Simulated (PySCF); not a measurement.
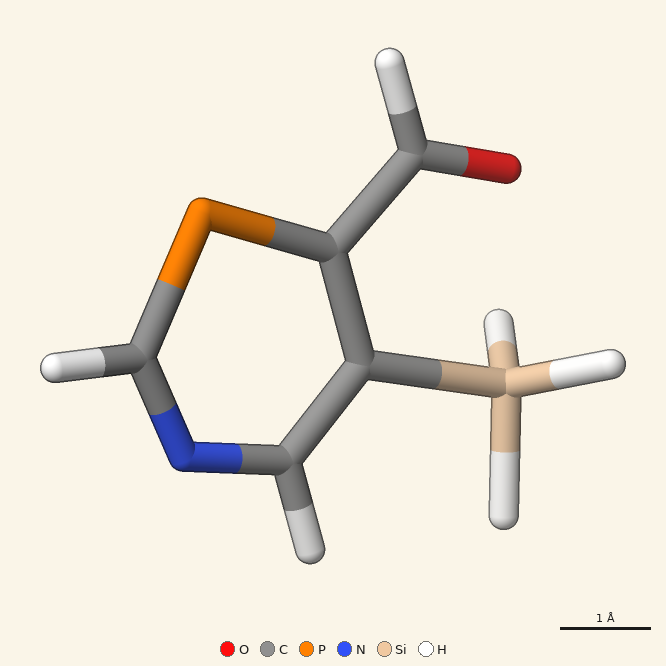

The picture shows a molecular structure as a stick model. Every bond is drawn as one stick, whatever its order.

The geometry was computed by an optimisation with GFN2-xTB. No frequency run is at hand to confirm it as a minimum.

> Which formula does it have?

C5H6NOPSi, 15 atoms: 5 carbon, 6 hydrogen, 1 nitrogen, 1 oxygen, 1 phosphorus and 1 silicon.

> Give a SMILES string for it.

O=Cc1pcncc1[SiH3]

> Does it have rings?

Independent rings (smallest set): 1 of 6 members, 1 of them aromatic.

> Which point group does it belong to?

Cs.

> Name functional groups in it.

Among them: aldehyde, Si–H bond.

The parts below concern this one geometry. Atoms keep their numbers from picture to picture.

**Electronic properties**

No frequency run is at hand to confirm it as a minimum. Method: PBE0/def2-SVPD, gas phase (PySCF 2.14.0). Excitations: vertical, linear response.

> What is the dipole moment?

1.82 D.

> What is the brightest of the 6 lowest singlets?

4.05 eV.

> What is the HOMO energy (Kohn–Sham orbital)?

−7.57 eV.

> What is the HOMO–LUMO gap?

4.37 eV.

**Charges**

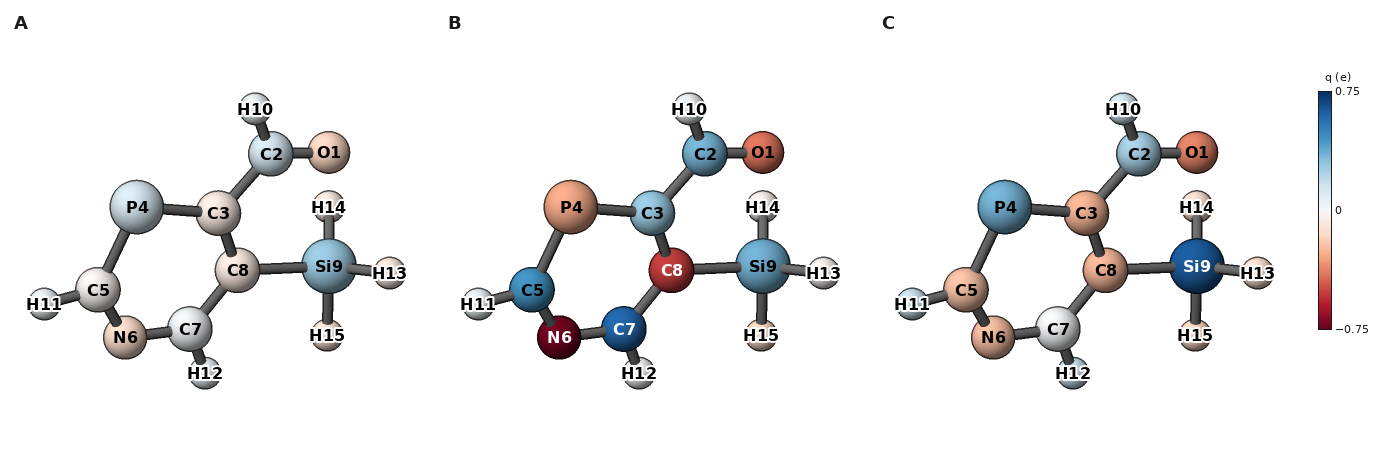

Atomic charges of one calculation by 3 schemes, on one colour scale. No frequency run is at hand to confirm it as a minimum. Method: PBE0/pcSseg-1 (PySCF 2.14.0).

> The schemes are ESP-fitted, Hirshfeld, IAO. Which panel shows which?

A Hirshfeld, B ESP-fitted, C IAO.

List the charges (e), one line for each set of equivalent atoms.

```
    atom  Hirshfeld  ESP-fitted    IAO
      O1      −0.15       −0.40  −0.37
      C2       0.13        0.35   0.25
      C3      −0.07        0.28  −0.25
      P4       0.12       −0.29   0.35
      C5      −0.03        0.45  −0.22
      N6      −0.13       −0.72  −0.23
      C7       0.03        0.59   0.01
      C8      −0.07       −0.52  −0.25
     Si9       0.28        0.36   0.62
     H10       0.05        0.05   0.12
     H11       0.05        0.06   0.17
     H12       0.05        0.04   0.16
H13, H14      −0.08       −0.04  −0.11
     H15      −0.10       −0.16  −0.16
```

**Ring current**

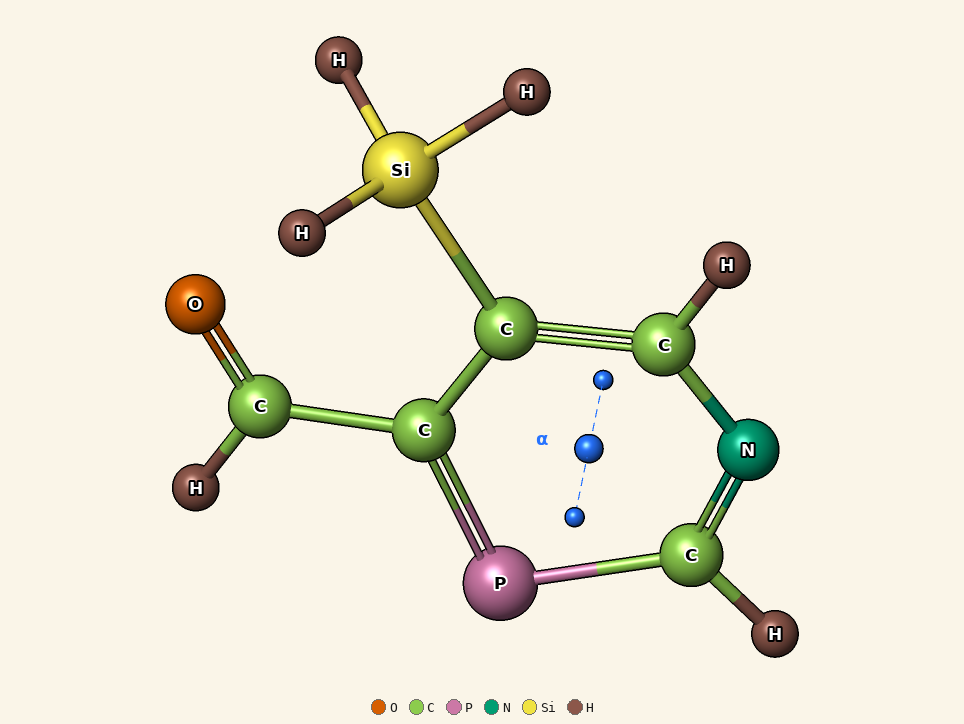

The small points mark where nucleus-independent chemical shifts (NICS) were computed: at the centre of each lettered ring and 1 Å above and below it. No frequency run is at hand to confirm it as a minimum. Method: GIAO PBE0/pcSseg-1 NMR shielding, non-relativistic, gas phase (PySCF 2.14.0).

Give NICS(0), NICS(1) and the out-of-plane component NICS(1)zz for each ring (means of the two sides).

| ring | members | NICS(0) | NICS(1) | NICS(1)zz |
| --- | --- | --- | --- | --- |
| α | C4NP | −6.1 | −10.7 | −26.2 |

Values in ppm.

> What do the values say about the ring currents?

Ring α: diatropic, as in an aromatic ring. NICS is one index among several.

The geometry is semi-empirical. Around P, Si such bond lengths and angles can be off by a tenth of an ångström or more and by several degrees, and values that hang on the shape move with them.
